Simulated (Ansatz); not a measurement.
We consider A15 V3Si (cubic form, which distorts at low temperature), described by PBEsol-D3(BJ) in Ansatz (plane waves, PAW).

Run with plane-wave cutoff 520 eV, 12×12×12 k mesh, Fermi–Dirac smearing 0.05 eV, no spin polarisation, scalar-relativistic PAW data made under PBE.

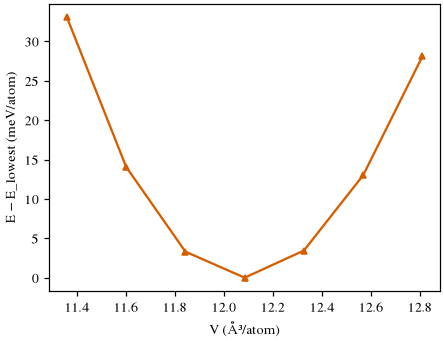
Figure. Total energy against volume

Q: From the curve, estimate the equilibrium volume and the bulk modulus.

A: V0 ≈ 12.1 Å³/atom and B0 ≈ 220 GPa; the fit gives V0 = 12.079 Å³/atom, B0 = 224 GPa, B′ = 4.0.

Measured, for comparison: bulk modulus 171 GPa (300 K, no zero-point or thermal correction, our sources range from 171 to 176; as tabulated in Lu and Klein (1997), arXiv:cond-mat/9704251); equilibrium volume per atom 13.18 Å³/atom (temperature not stated, no zero-point or thermal correction; as tabulated in Zeng et al. (2023), arXiv:2309.11055). Computed (rounded) less measured: bulk modulus +31 % (+27 % to +31 % over the range), equilibrium volume per atom -8.3 %.

Note: symmetry holds this phase in the static calculation, where it need not be a minimum.

The computed numbers hold no vibrational or temperature effects.

It cost around 6 core-minutes (rough) of CPU time.

Ansatz is an electronic-structure program.
